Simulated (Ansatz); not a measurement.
# SiMo3: a one-atom displacement scan

This session takes SiMo3 and sets out to map the energy as atom 1 (Si) is pushed off its site.

Program: Ansatz 0.2.0. Level of theory: DFT PBEsol, scalar-relativistic, plane waves, PAW. These are calculated values, not measurements.

1 further run of the same task is left out (set aside as unsound or not needed). Runs told in other sessions of the task aren't counted.

**1. The starting structure**

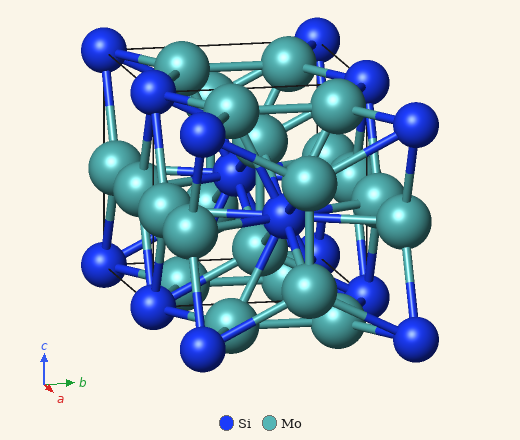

Start, viewed slightly off an axis; silicon blue, molybdenum teal. 2×1×1 cells are drawn. Atoms on the faces are drawn again on the opposite ones.

As a file:

```
Si Mo
1.0
     4.86159    0.00000    0.00000
     0.00000    4.86159    0.00000
     0.00000    0.00000    4.86159
Si Mo
2 6
Direct
  0.00000 0.00000 0.00000
  0.50000 0.50000 0.50000
  0.25000 0.00000 0.50000
  0.50000 0.75000 0.00000
  0.75000 0.00000 0.50000
  0.50000 0.25000 0.00000
  0.00000 0.50000 0.75000
  0.00000 0.50000 0.25000
```

This cell was relaxed beforehand with the same method: volume 14.36 Å³/atom, gap on the mesh none (metal).

**2. Zero of energy**

Reference values: F = -30630.7830 eV; pressure 0.03 GPa; largest force 0.000 eV/Å; gap on the mesh none (metal). It was computed beforehand with the settings of the runs below.

**3. Setting up a one-atom displacement scan**

Atom 1 (Si) is moved by x along the Cartesian unit vector (0.000, 0.000, 1.000); the cell and all other atoms stay fixed. Forces below are components along that vector, summed over the moved atoms. In a periodic cell its images move with it.

**4. x = -0.300 Å**

input.yaml

```yaml
crystal:
  lattice:
    - [4.8615851671, 0.0, 0.0]
    - [0.0, 4.8615851671, 0.0]
    - [0.0, 0.0, 4.8615851671]
  atoms:
    - { symbol: Si, position: [0.0, 0.0, -0.0617082679] }
    - { symbol: Si, position: [0.5, 0.5, 0.5] }
    - { symbol: Mo, position: [0.25, 0.0, 0.5] }
    - { symbol: Mo, position: [0.5, 0.75, 0.0] }
    - { symbol: Mo, position: [0.75, 0.0, 0.5] }
    - { symbol: Mo, position: [0.5, 0.25, 0.0] }
    - { symbol: Mo, position: [0.0, 0.5, 0.75] }
    - { symbol: Mo, position: [0.0, 0.5, 0.25] }
basis:
  ecutwfc: 420
kpoints:
  mp_grid: { grid: [8, 8, 8] }
hamiltonian:
  xc: pbesol
scf:
  occupations: { method: gaussian, width: 0.15 }
output:
  forces: true
  stress: true
  eigenvalues: true
```

Run with:

```
> ansatz run input.yaml --threads 2 --pin off --max-ram 5120MiB --backend cpu --events-out ev --progress --plain --runs-dir out
```

Standard output (excerpt; [...] marks lines left out):

```text
Warning: RAYON_NUM_THREADS=2 ignored (pool sized by the plan → 2); use --threads N
[...]
Pseudopotentials: kind: paw
Pseudopotential: Si, paw, valence charge 4, recommended cutoff 420 eV (normal), Si.paw.azcp
Pseudopotential: Mo, paw, valence charge 14, recommended cutoff 420 eV (normal), Mo.paw.azcp
Functional definition: PBEsol
[...]
Crystal: 8 atoms, lattice volume = 114.904 Å³
Basis set: ecut = 420 eV, 2205 PW (Γ), exchange–correlation on 72×72×72 points (8 copies of the dense FFT grid, shifted against one another)
Bands: 56, of which v1, the nominal top of the filled ones, is band 46 counted from 1 (45 counted from 0)
Symmetry: 4 space group operations
Space group: Pmm2 (ITA 25), of the structure as read, at distance tolerance 4.9e-5 Å
k-points: 125 of 512 (time reversal used)
[...]
SCF iter   1: F=—  HF=-30630.311825 eV  |F-HF|=—  |Δ(HF+E_count)|=         —  Δρ=6.10e-3  dr2=2.89e-2  ethr=1.77e-3  ⟨swp⟩=5.3  Hψ=24073  notcnv=0
[...]
SCF iter   6: F=-30630.304437 eV  HF=-30630.304437 eV  |F-HF|=1.53e-9  |Δ(HF+E_count)|=   1.99e-8  Δρ=1.67e-6  dr2=2.98e-9  ethr=1.09e-10  ⟨swp⟩=8.4  Hψ=26245  notcnv=0
[...]
SCF converged after 6 iterations
Free energy (F): -30630.304437 eV
[...]
E sigma→0 (E₀):  -30630.279710 eV
Entropy (-TS):   -0.049453 eV (-6.182 meV/atom)
Fermi energy:    19.994973 eV
[...]
--- Forces (eV/Å), atoms counted from 1 ---
  atom   1  Si     0.00000000     0.00000000     3.37981245
  atom   2  Si     0.00000000     0.00000000    -0.18401815
  atom   3  Mo     0.39729205     0.00000000    -1.37907060
  atom   4  Mo     0.00000000     0.00113173    -0.02148604
  atom   5  Mo    -0.39729205     0.00000000    -1.37907060
  atom   6  Mo     0.00000000    -0.00113173    -0.02148604
  atom   7  Mo     0.00000000     0.00000000    -0.20434399
  atom   8  Mo     0.00000000     0.00000000    -0.19036343
[...]
--- Stress (GPa, compression-positive) ---
        1.229061       0.000000       0.000000
        0.000000       0.966858       0.000000
        0.000000       0.000000       4.171452
  P = ⅓ Tr σ = 2.1225 GPa (21.225 kbar)
--- Band table (eV; the first three rows and the last of 125) ---
[...]
```

Wall time 26 s (2 threads of Intel Xeon Platinum 8488C (Sapphire Rapids), shared host); peak memory 0.83 GiB.

**5. Point x = 0.240 Å**

input.yaml: that of step 4 with these lines changed.

```diff
@@ -6,3 +6,3 @@
   atoms:
-    - { symbol: Si, position: [0.0, 0.0, -0.0617082679] }
+    - { symbol: Si, position: [0.0, 0.0, 0.0493666143] }
     - { symbol: Si, position: [0.5, 0.5, 0.5] }
```

Run with:

```
> ansatz run input.yaml --threads 2 --pin off --max-ram 5120MiB --backend cpu --events-out ev --progress --plain --runs-dir out
```

Standard output (excerpt; [...] marks lines left out):

```text
[...]
SCF converged after 6 iterations
Free energy (F): -30630.483286 eV
[...]
E sigma→0 (E₀):  -30630.459070 eV
Entropy (-TS):   -0.048431 eV (-6.054 meV/atom)
Fermi energy:    20.000601 eV
[...]
--- Forces (eV/Å), atoms counted from 1 ---
  atom   1  Si     0.00000000     0.00000000    -2.59522076
  atom   2  Si     0.00000000     0.00000000     0.15085664
  atom   3  Mo     0.24829368     0.00000000     1.04090168
  atom   4  Mo     0.00000000     0.00231204     0.01820588
  atom   5  Mo    -0.24829368     0.00000000     1.04090168
  atom   6  Mo     0.00000000    -0.00231204     0.01820588
  atom   7  Mo     0.00000000     0.00000000     0.15736381
  atom   8  Mo     0.00000000     0.00000000     0.16880206
[...]
--- Stress (GPa, compression-positive) ---
        0.758222       0.000000       0.000000
        0.000000       0.635330       0.000000
        0.000000       0.000000       2.681914
  P = ⅓ Tr σ = 1.3585 GPa (13.585 kbar)
--- Band table (eV; the first three rows and the last of 125) ---
[...]
```

Run time: 28 s. Hardware: 2 threads of Intel Xeon Platinum 8488C (Sapphire Rapids), shared host; peak memory 0.83 GiB.

**6. x = -0.180 Å**

input.yaml: that of step 5 with these lines changed.

```diff
@@ -6,3 +6,3 @@
   atoms:
-    - { symbol: Si, position: [0.0, 0.0, 0.0493666143] }
+    - { symbol: Si, position: [0.0, 0.0, -0.0370249608] }
     - { symbol: Si, position: [0.5, 0.5, 0.5] }
```

Run with:

```
> ansatz run input.yaml --threads 2 --pin off --max-ram 5120MiB --backend cpu --events-out ev --progress --plain --runs-dir out
```

Standard output (excerpt; [...] marks lines left out):

```text
Warning: RAYON_NUM_THREADS=2 ignored (pool sized by the plan → 2); use --threads N
[...]
[... 4 set-up lines as earlier in the session ...]
[...]
Crystal: 8 atoms, lattice volume = 114.904 Å³
Basis set: ecut = 420 eV, 2205 PW (Γ), exchange–correlation on 72×72×72 points (8 copies of the dense FFT grid, shifted against one another)
Bands: 56, of which v1, the nominal top of the filled ones, is band 46 counted from 1 (45 counted from 0)
[... 2 set-up lines as earlier in the session ...]
k-points: 125 of 512 (time reversal used)
[...]
SCF converged after 6 iterations
Free energy (F): -30630.617305 eV
[...]
E sigma→0 (E₀):  -30630.593493 eV
Entropy (-TS):   -0.047624 eV (-5.953 meV/atom)
Fermi energy:    20.004845 eV
[...]
--- Forces (eV/Å), atoms counted from 1 ---
  atom   1  Si     0.00000000     0.00000000     1.88260301
  atom   2  Si     0.00000000     0.00000000    -0.11517314
  atom   3  Mo     0.13723322     0.00000000    -0.74425270
  atom   4  Mo     0.00000000     0.00205039    -0.01421312
  atom   5  Mo    -0.13723322     0.00000000    -0.74425270
  atom   6  Mo     0.00000000    -0.00205039    -0.01421312
  atom   7  Mo     0.00000000     0.00000000    -0.12901996
  atom   8  Mo     0.00000000     0.00000000    -0.12149163
[...]
--- Stress (GPa, compression-positive) ---
        0.421714       0.000000       0.000000
        0.000000       0.372090       0.000000
        0.000000       0.000000       1.521414
  P = ⅓ Tr σ = 0.7717 GPa (7.717 kbar)
--- Band table (eV; the first three rows and the last of 125) ---
[...]
```

It took 28 s on 2 threads of Intel Xeon Platinum 8488C (Sapphire Rapids), shared host; peak memory 0.83 GiB.

**7. At x = 0.120 Å**

input.yaml: that of step 6 with these lines changed.

```diff
@@ -6,3 +6,3 @@
   atoms:
-    - { symbol: Si, position: [0.0, 0.0, -0.0370249608] }
+    - { symbol: Si, position: [0.0, 0.0, 0.0246833072] }
     - { symbol: Si, position: [0.5, 0.5, 0.5] }
```

Run with:

```
> ansatz run input.yaml --threads 2 --pin off --max-ram 5120MiB --backend cpu --events-out ev --progress --plain --runs-dir out
```

Standard output (excerpt; [...] marks lines left out):

```text
[...]
SCF converged after 6 iterations
Free energy (F): -30630.710290 eV
[...]
E sigma→0 (E₀):  -30630.686758 eV
Entropy (-TS):   -0.047064 eV (-5.883 meV/atom)
Fermi energy:    20.007790 eV
[...]
--- Forces (eV/Å), atoms counted from 1 ---
  atom   1  Si     0.00000000     0.00000000    -1.22450476
  atom   2  Si     0.00000000     0.00000000     0.07770672
  atom   3  Mo     0.06025377     0.00000000     0.47880207
  atom   4  Mo     0.00000000     0.00116235     0.00972530
  atom   5  Mo    -0.06025377     0.00000000     0.47880207
  atom   6  Mo     0.00000000    -0.00116235     0.00972530
  atom   7  Mo     0.00000000     0.00000000     0.08302938
  atom   8  Mo     0.00000000     0.00000000     0.08672137
[...]
--- Stress (GPa, compression-positive) ---
        0.197257       0.000000       0.000000
        0.000000       0.181389       0.000000
        0.000000       0.000000       0.691574
  P = ⅓ Tr σ = 0.3567 GPa (3.567 kbar)
--- Band table (eV; the first three rows and the last of 125) ---
[...]
```

It took 26 s on 2 threads of Intel Xeon Platinum 8488C (Sapphire Rapids), shared host; peak memory 0.83 GiB.

**8. Point x = -0.060 Å**

input.yaml: that of step 7 with these lines changed.

```diff
@@ -6,3 +6,3 @@
   atoms:
-    - { symbol: Si, position: [0.0, 0.0, 0.0246833072] }
+    - { symbol: Si, position: [0.0, 0.0, -0.0123416536] }
     - { symbol: Si, position: [0.5, 0.5, 0.5] }
```

Run with:

```
> ansatz run input.yaml --threads 2 --pin off --max-ram 5120MiB --backend cpu --events-out ev --progress --plain --runs-dir out
```

Standard output (excerpt; [...] marks lines left out):

```text
Warning: RAYON_NUM_THREADS=2 ignored (pool sized by the plan → 2); use --threads N
[...]
[... 4 set-up lines as earlier in the session ...]
[...]
Crystal: 8 atoms, lattice volume = 114.904 Å³
Basis set: ecut = 420 eV, 2205 PW (Γ), exchange–correlation on 72×72×72 points (8 copies of the dense FFT grid, shifted against one another)
Bands: 56, of which v1, the nominal top of the filled ones, is band 46 counted from 1 (45 counted from 0)
[... 2 set-up lines as earlier in the session ...]
k-points: 125 of 512 (time reversal used)
[...]
SCF converged after 6 iterations
Free energy (F): -30630.764979 eV
[...]
E sigma→0 (E₀):  -30630.741608 eV
Entropy (-TS):   -0.046741 eV (-5.843 meV/atom)
Fermi energy:    20.009519 eV
[...]
--- Forces (eV/Å), atoms counted from 1 ---
  atom   1  Si     0.00000000     0.00000000     0.60304803
  atom   2  Si     0.00000000     0.00000000    -0.03912160
  atom   3  Mo     0.01495376     0.00000000    -0.23418728
  atom   4  Mo     0.00000000     0.00033006    -0.00493411
  atom   5  Mo    -0.01495376     0.00000000    -0.23418728
  atom   6  Mo     0.00000000    -0.00033006    -0.00493411
  atom   7  Mo     0.00000000     0.00000000    -0.04333098
  atom   8  Mo     0.00000000     0.00000000    -0.04235717
[...]
--- Stress (GPa, compression-positive) ---
        0.068964       0.000000       0.000000
        0.000000       0.065927       0.000000
        0.000000       0.000000       0.193371
  P = ⅓ Tr σ = 0.1094 GPa (1.094 kbar)
--- Band table (eV; the first three rows and the last of 125) ---
[...]
```

Run time: 29 s. Hardware: 2 threads of Intel Xeon Platinum 8488C (Sapphire Rapids), shared host; peak memory 0.84 GiB.

**9. Point x = 0.270 Å**

input.yaml: that of step 8 with these lines changed.

```diff
@@ -6,3 +6,3 @@
   atoms:
-    - { symbol: Si, position: [0.0, 0.0, -0.0123416536] }
+    - { symbol: Si, position: [0.0, 0.0, 0.0555374411] }
     - { symbol: Si, position: [0.5, 0.5, 0.5] }
```

Run with:

```
> ansatz run input.yaml --threads 2 --pin off --max-ram 5120MiB --backend cpu --events-out ev --progress --plain --runs-dir out
```

Standard output (excerpt; [...] marks lines left out):

```text
[...]
SCF converged after 6 iterations
Free energy (F): -30630.399743 eV
[...]
E sigma→0 (E₀):  -30630.375283 eV
Entropy (-TS):   -0.048920 eV (-6.115 meV/atom)
Fermi energy:    19.997965 eV
[...]
--- Forces (eV/Å), atoms counted from 1 ---
  atom   1  Si     0.00000000     0.00000000    -2.97744200
  atom   2  Si     0.00000000     0.00000000     0.16779973
  atom   3  Mo     0.31773687     0.00000000     1.20415185
  atom   4  Mo     0.00000000     0.00195386     0.01994885
  atom   5  Mo    -0.31773687     0.00000000     1.20415185
  atom   6  Mo     0.00000000    -0.00195386     0.01994885
  atom   7  Mo     0.00000000     0.00000000     0.17423798
  atom   8  Mo     0.00000000     0.00000000     0.18722196
[...]
--- Stress (GPa, compression-positive) ---
        0.975201       0.000000       0.000000
        0.000000       0.792914       0.000000
        0.000000       0.000000       3.385681
  P = ⅓ Tr σ = 1.7179 GPa (17.179 kbar)
--- Band table (eV; the first three rows and the last of 125) ---
[...]
```

It took 30 s on 2 threads of Intel Xeon Platinum 8488C (Sapphire Rapids), shared host; peak memory 0.84 GiB.

**10. At x = 0.210 Å**

input.yaml: that of step 9 with these lines changed.

```diff
@@ -6,3 +6,3 @@
   atoms:
-    - { symbol: Si, position: [0.0, 0.0, 0.0555374411] }
+    - { symbol: Si, position: [0.0, 0.0, 0.0431957875] }
     - { symbol: Si, position: [0.5, 0.5, 0.5] }
@@ -26 +26,5 @@
   eigenvalues: true
+  write_density: true
+  write_potential: true
+  elf: true
+  volumetric_format: npy
```

Run with:

```
> ansatz run input.yaml --threads 2 --pin off --max-ram 5120MiB --backend cpu --events-out ev --progress --plain --runs-dir out
```

Standard output (excerpt; [...] marks lines left out):

```text
[...]
SCF converged after 6 iterations
Free energy (F): -30630.555637 eV
[...]
E sigma→0 (E₀):  -30630.531638 eV
Entropy (-TS):   -0.047997 eV (-6.000 meV/atom)
Fermi energy:    20.002891 eV
[...]
--- Forces (eV/Å), atoms counted from 1 ---
  atom   1  Si     0.00000000     0.00000000    -2.23099683
  atom   2  Si     0.00000000     0.00000000     0.13328291
  atom   3  Mo     0.18830258     0.00000000     0.88803290
  atom   4  Mo     0.00000000     0.00230958     0.01628512
  atom   5  Mo    -0.18830258     0.00000000     0.88803290
  atom   6  Mo     0.00000000    -0.00230958     0.01628512
  atom   7  Mo     0.00000000     0.00000000     0.13977126
  atom   8  Mo     0.00000000     0.00000000     0.14932596
[...]
--- Stress (GPa, compression-positive) ---
        0.574741       0.000000       0.000000
        0.000000       0.494880       0.000000
        0.000000       0.000000       2.060436
  P = ⅓ Tr σ = 1.0434 GPa (10.434 kbar)
--- Band table (eV; the first three rows and the last of 125) ---
[...]
```

Run time: 38 s. Hardware: 2 threads of Intel Xeon Platinum 8488C (Sapphire Rapids), shared host; peak memory 0.83 GiB.

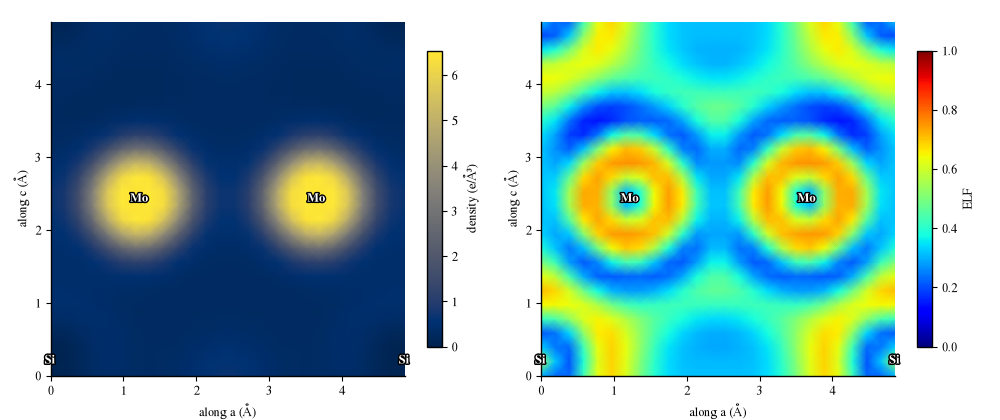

Density (left) and ELF (right) in a lattice plane of the grid's cell (edges 4.86 and 4.86 Å, at 0.000 of the third edge), which holds Si and Mo. Only atoms in the plane are labelled. Both are smooth fields of the valence electrons: close to the nuclei they are not physical.

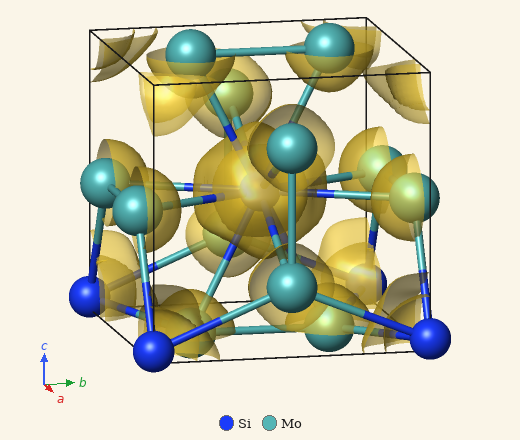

Surface of ELF = 0.62, drawn in one cell.

Maxima of ELF outside the ion cores: 0.71 beside Si, off the lines to its neighbours, 1.0 Å from Si; 0.68 on the Si–Mo line, 1.0 Å from Si; 0.68 in the shell around Si, 0.9 Å from Si.

**11. At x = 0.150 Å**

input.yaml: that of step 10 with these lines changed.

```diff
@@ -6,3 +6,3 @@
   atoms:
-    - { symbol: Si, position: [0.0, 0.0, 0.0431957875] }
+    - { symbol: Si, position: [0.0, 0.0, 0.030854134] }
     - { symbol: Si, position: [0.5, 0.5, 0.5] }
```

Run with:

```
> ansatz run input.yaml --threads 2 --pin off --max-ram 5120MiB --backend cpu --events-out ev --progress --plain --runs-dir out
```

Standard output (excerpt; [...] marks lines left out):

```text
Warning: RAYON_NUM_THREADS=2 ignored (pool sized by the plan → 2); use --threads N
[...]
[... 4 set-up lines as earlier in the session ...]
[...]
Crystal: 8 atoms, lattice volume = 114.904 Å³
Basis set: ecut = 420 eV, 2205 PW (Γ), exchange–correlation on 72×72×72 points (8 copies of the dense FFT grid, shifted against one another)
Bands: 56, of which v1, the nominal top of the filled ones, is band 46 counted from 1 (45 counted from 0)
[... 2 set-up lines as earlier in the session ...]
k-points: 125 of 512 (time reversal used)
[...]
SCF converged after 6 iterations
Free energy (F): -30630.668730 eV
[...]
E sigma→0 (E₀):  -30630.645074 eV
Entropy (-TS):   -0.047313 eV (-5.914 meV/atom)
Fermi energy:    20.006475 eV
[...]
--- Forces (eV/Å), atoms counted from 1 ---
  atom   1  Si     0.00000000     0.00000000    -1.54784655
  atom   2  Si     0.00000000     0.00000000     0.09661887
  atom   3  Mo     0.09466194     0.00000000     0.60827519
  atom   4  Mo     0.00000000     0.00163781     0.01201881
  atom   5  Mo    -0.09466194     0.00000000     0.60827519
  atom   6  Mo     0.00000000    -0.00163781     0.01201881
  atom   7  Mo     0.00000000     0.00000000     0.10256359
  atom   8  Mo     0.00000000     0.00000000     0.10808931
[...]
--- Stress (GPa, compression-positive) ---
        0.296636       0.000000       0.000000
        0.000000       0.267490       0.000000
        0.000000       0.000000       1.065103
  P = ⅓ Tr σ = 0.5431 GPa (5.431 kbar)
--- Band table (eV; the first three rows and the last of 125) ---
[...]
```

Wall time 39 s (2 threads of Intel Xeon Platinum 8488C (Sapphire Rapids), shared host); peak memory 0.83 GiB.

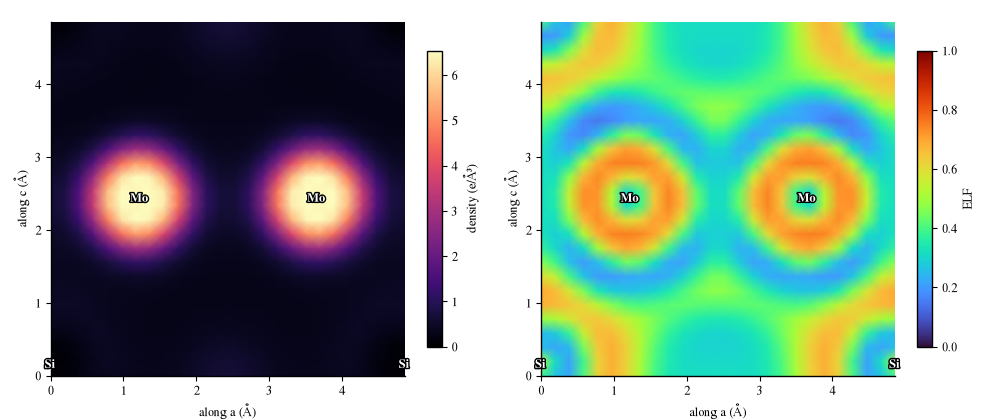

Density (left) and ELF (right) in a lattice plane of the grid's cell (edges 4.86 and 4.86 Å, at 0.000 of the third edge), which holds Si and Mo. Only atoms in the plane are labelled. Both are smooth fields of the valence electrons: close to the nuclei they are not physical.

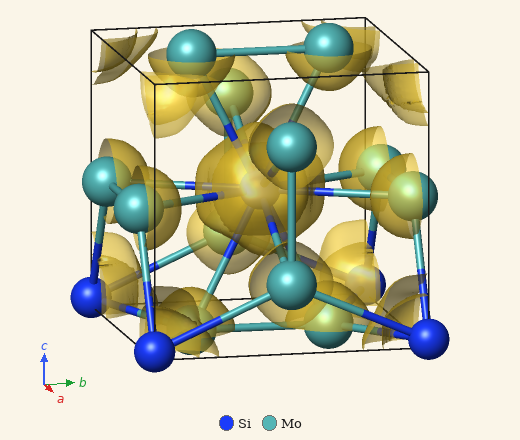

Surface of ELF = 0.63, drawn in one cell.

Outside the cores ELF peaks at 0.69 in the shell around Si, 0.9 Å from Si; 0.69 beside Si, off the lines to its neighbours, 1.0 Å from Si; 0.48 between the atoms, 1.7 Å from Mo.

**12. All points together**

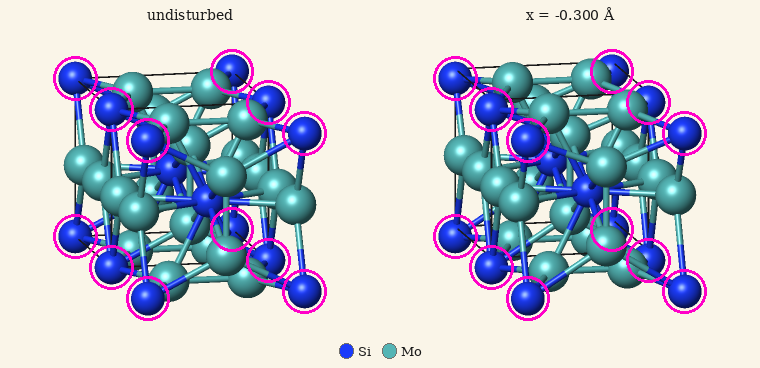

The undisturbed cell and the costliest point of the scan, at one scale, with neighbouring cells. Atom 1 and its images are ringed.

Collected from the runs (energy zero: the undisturbed cell):

```csv
x (Å),ΔE (meV/cell),force on the moved atoms (eV/Å),pressure (GPa)
-0.300,478.6,3.380,2.1
-0.180,165.7,1.883,0.8
-0.060,18.0,0.603,0.1
0.000,0.0,0.000,0.0
0.120,72.7,-1.224,0.4
0.150,114.3,-1.548,0.5
0.210,227.4,-2.231,1.0
0.240,299.7,-2.595,1.4
0.270,383.3,-2.977,1.7
```

Not run, since symmetry makes them alike: 0.300 repeats -0.300, -0.240 repeats 0.240, 0.180 repeats -0.180, -0.120 repeats 0.120, 0.060 repeats -0.060. Energy, pressure and gap are the same there.

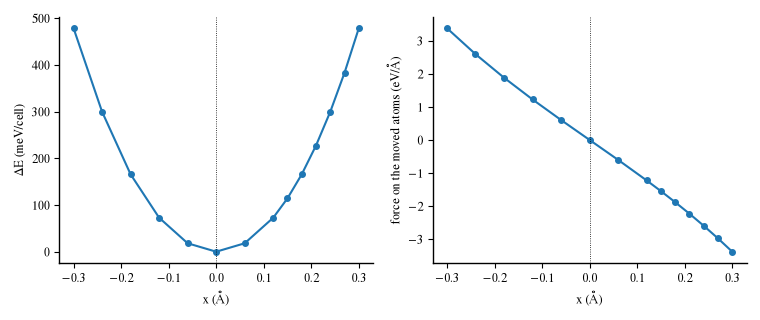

ΔE and force on the moved atoms along the scan; points alike by symmetry are filled in.

**13. What came out**

| quantity | value |
| --- | --- |
| force constant along x, from the points at -0.060, 0 and 0.120 Å | 10.10 eV/Å² |

In words: Near the site the force constant is 10.10 eV/Å²; for the mass of Si against a rigid frame that is a vibration of about 313 cm⁻¹. The step of 0.12 Å is wide, so anharmonic terms mix in. No sampled point lies below the undisturbed cell.
